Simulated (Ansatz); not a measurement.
```xyz
11

C    -0.0318   -1.1088    0.9203
N     0.6431   -0.2718   -0.0928
Al   -0.4224    1.2478   -0.8101
Cl   -2.0824    0.2587   -1.6664
Cl    0.9701    2.0742   -2.1695
Cl   -0.8047    2.3807    0.9327
H     0.6156   -1.9167    1.2628
H    -0.9376   -1.5227    0.4804
H    -0.3108   -0.4770    1.7619
H     1.5013    0.1193    0.2893
H     0.9251   -0.8408   -0.8879
```

Geometry: PBE0-D4/def2-TZVP.

Method: Ansatz 0.2.0, RKS PBE0-D4/def2-TZVPP.

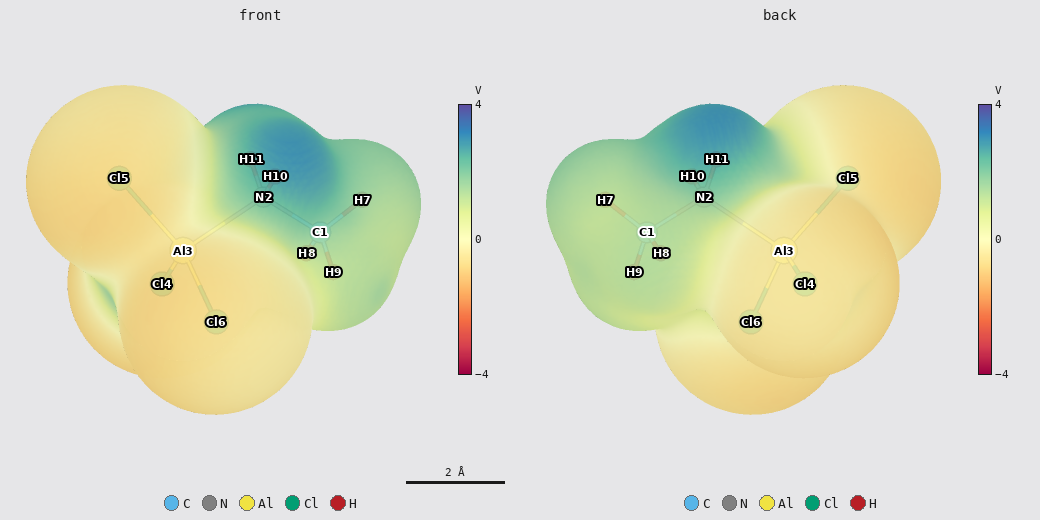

CH5AlCl3N. The molecular electrostatic potential painted on the density surface at 0.002 e/bohr³, seen from the front and from behind; red is negative and blue positive.

Question: Where is the surface potential most negative and most positive?

Answer: The most negative region (about −0.9 V) lies over Cl4, Cl5 and Cl6, the most positive (about +3.0 V) over H10 and H11.
